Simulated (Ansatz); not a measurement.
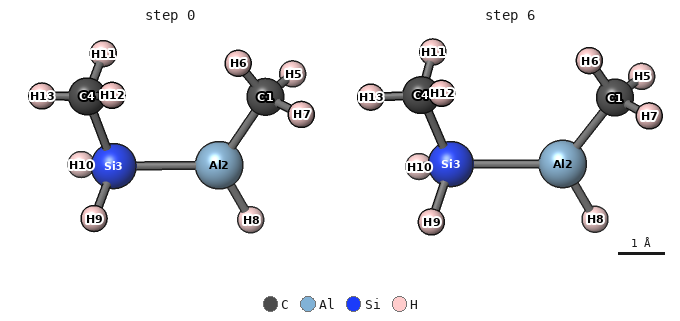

The structure of C2H9AlSi (coarse preliminary run) before (left) and after (right) a relaxation, at one scale.

A ball-and-stick model, seen at a tilt.

The start comes from a force field.

Computed with Ansatz 0.2.0, RKS PBE-D4/def2-SVP. (force threshold 0.03 eV/Å; at most 200 steps)

Summarise the run.

Answer. The atom that moves furthest after the best rigid fit is H6 (0.25 Å). Largest moves by element: H 0.25 Å, C 0.21 Å, Si 0.09 Å, Al 0.08 Å. Among the contacts that change: Al2–Si3 2.328 → 2.468 Å, C4–H13 0.992 → 1.109 Å, C4–H11 1.181 → 1.109 Å, Si3–H9 1.449 → 1.515 Å. Bond angles that change, for instance: H12–C4–H13 114.4° → 108.1°, Si3–C4–H11 104.7° → 110.8°, H9–Si3–H10 110.2° → 105.1°. After 6 geometry steps the energy has fallen by 0.601 eV. The largest force component goes from 6.3 to 0.021 eV/Å. The forces were under the threshold at step 3, but the run went on from there. The run took roughly 30 core-seconds on a shared host.
